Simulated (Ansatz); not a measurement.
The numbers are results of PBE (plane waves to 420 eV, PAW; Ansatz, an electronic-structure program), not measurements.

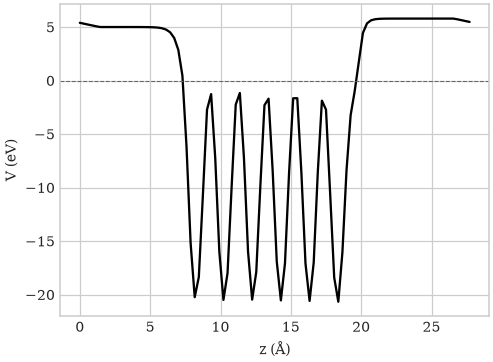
Plane-averaged electrostatic potential energy along the normal, in eV from the Fermi level, for a constructed model of the (0001) surface of hcp Co, ferromagnetic, (√3x√3)R30° layer of O, one a cell, on the site that continues the host's stacking (bottom of the slab: a bare face, its two planes held)

Model: 19-atom slab, 11.5 Å thick at the start with caps and adatoms (thin: gaps and levels are the slab's own), 10x10x1 mesh, Fermi-Dirac 0.1 eV, dipole correction, 6 atoms held, the rest relaxed; symmetry of the start imposed; spin-polarised, ending with about 29.8 μB a cell; orders that need a larger cell were not tried, no spin-orbit, no U. It is one candidate, not shown to be the stable structure of the face.

The vacuum level lies 5.79 eV above the Fermi level over the top face and 5.00 eV above it under the bottom face.
